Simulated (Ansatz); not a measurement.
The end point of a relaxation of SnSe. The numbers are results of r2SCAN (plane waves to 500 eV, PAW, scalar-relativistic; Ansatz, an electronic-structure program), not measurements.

Pnma (No. 62), oP8, AFLOW prototype AB_oP8_62_c_c (B29, as in SnS); a = 11.6823 Å, b = 4.1236 Å, c = 4.6999 Å, α = 90.00°, β = 90.00°, γ = 90.00°.

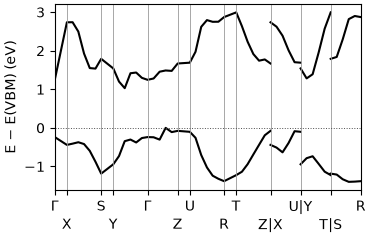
Highest filled and lowest empty band along the path of this cell's Brillouin zone

Read off the gap and say whether it is direct.

1.03 eV, indirect (valence top at 60 % of the way from Γ to Z, conduction bottom at 33 % of the way from Y to Γ) (no spin-orbit coupling).

How far does the top valence band disperse along this path?

About 1.4 eV.

No spin polarisation in the result.

The run could not lose the symmetry of its start; a randomly shaken copy of 8 atoms returns to this structure.
